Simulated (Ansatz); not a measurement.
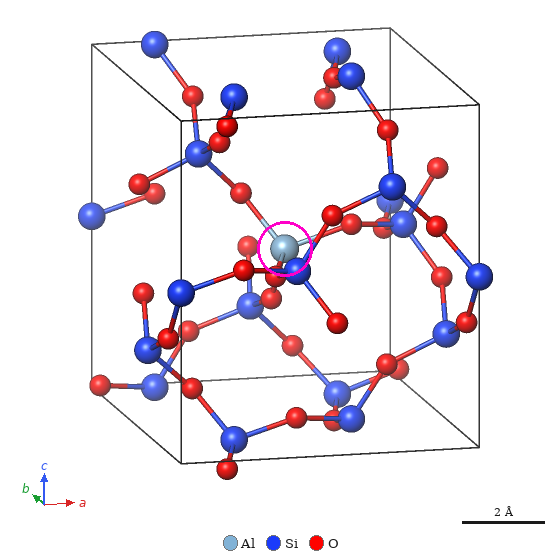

Drawn in the ball-and-stick manner and seen slightly off an axis. The supercell is outlined; an atom on or near a face, edge or corner is repeated at each equivalent position. The host is SiO2, in a cell of 36 sites, and the cell is neutral. A ring marks the defect's site.

**Which defect is modelled here, and what are its neighbours?**

Aluminium on a silicon site (a substitutional impurity). It is bonded to four O in a tetrahedral arrangement at about 1.7 Å.

Setup: Ansatz, DFT PBE, scalar-relativistic, plane waves, PAW; an energy cutoff of 420 eV, a 2×2×2 grid in reciprocal space, Gaussian smearing of 0.01 eV, collinear spins.

**Does the defect leave unpaired spin?**

Yes, 1.0 μB in the cell.

The atoms were relaxed in the host's cell with DFT PBE, scalar-relativistic, plane waves, PAW in Ansatz 0.2.0.
